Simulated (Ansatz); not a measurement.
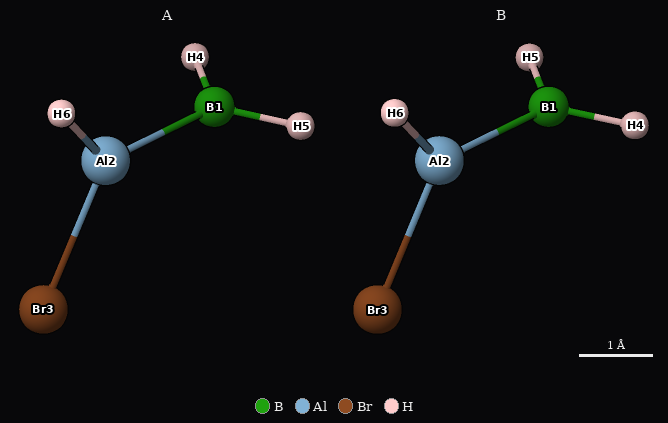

The two relaxed end points of a path for AlBH3Br. The picture is a ball-and-stick view, seen from a free direction.

Theory: RKS PBE/def2-SVP in Ansatz 0.2.0.

Set-up: 5 movable images; climbing image; force threshold 0.03 eV/Å; iteration limit 60.

Start:
```xyz
6

B    -0.7361    0.2763   -0.8750
Al    0.5183    0.0187    0.8106
Br    1.6828   -1.9560    0.8107
H    -1.8906   -0.1166   -0.8983
H    -0.3429    0.7915   -1.9082
H     0.7686    0.9860    2.0602
```

End:
```xyz
6

B    -0.7361    0.2763   -0.8753
Al    0.5189    0.0173    0.8095
Br    1.6882   -1.9545    0.8104
H    -0.3469    0.7993   -1.9062
H    -1.8886   -0.1224   -0.8995
H     0.7646    0.9840    2.0610
```

Q: What barrier does the band find between them, and by what path?

A: The barrier is about 13.1 kJ/mol in both directions, with image 3 at the top; the ends have the same energy. The motion is a rotation about the B1–Al2 bond by about 180°. No bond forms or breaks between the ends. Bond angles that change up to the highest image, for instance: B1–Al2–Br3 113.9° → 118.8°, B1–Al2–H6 129.9° → 127.2°. The band converged in 15 iterations. The largest component of the band force went from 63 to 0.026 eV/Å. The climbing image converged on the top of the path. Its vibrational analysis gives one imaginary mode (185i cm⁻¹), as a transition state must have.

Energies of the converged images:

```csv
image,path (Å),E (kJ/mol)
0,0.00,0.0
1,0.65,3.4
2,1.30,9.9
3,1.95,13.1
4,2.60,9.9
5,3.24,3.4
6,3.89,0.0
```

The geometry at the top of the path:

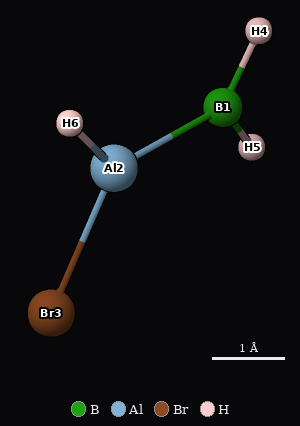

The run took 2.6 min on 1 thread of Intel(R) Xeon(R) Processor @ 2.70GHz, on a shared host, peak memory 0.15 GiB.
